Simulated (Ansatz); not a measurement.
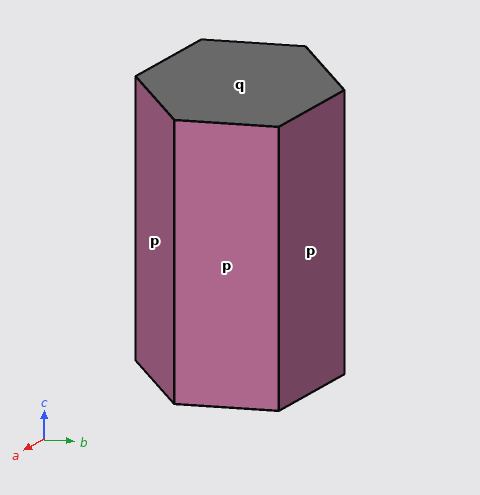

The shape was computed with the Donnay–Harker form of the Bravais–Friedel law: planes with larger spacing d grow more slowly and so show as larger faces; centring, glide planes and screw axes halve or divide d. Faces of one form share a colour. Cell of LiMg₃H: space group P6/mmm (No. 191), a = 6.327 Å, b = 6.327 Å, c = 3.157 Å, α = 90.00°, β = 90.00°, γ = 120.00°. Source: coordinates from a relaxation with Ansatz, DFT PBE, scalar-relativistic, plane waves, PAW; the starting structure was generated, so it need not be a known form of this composition. Forms under 0.4 % of the area are left out.

Q: Index the forms that can be seen.

A: pink (p): {100} (d = 5.48 Å, 78 % of the area); grey (q): {001} (d = 3.16 Å, 22 % of the area).
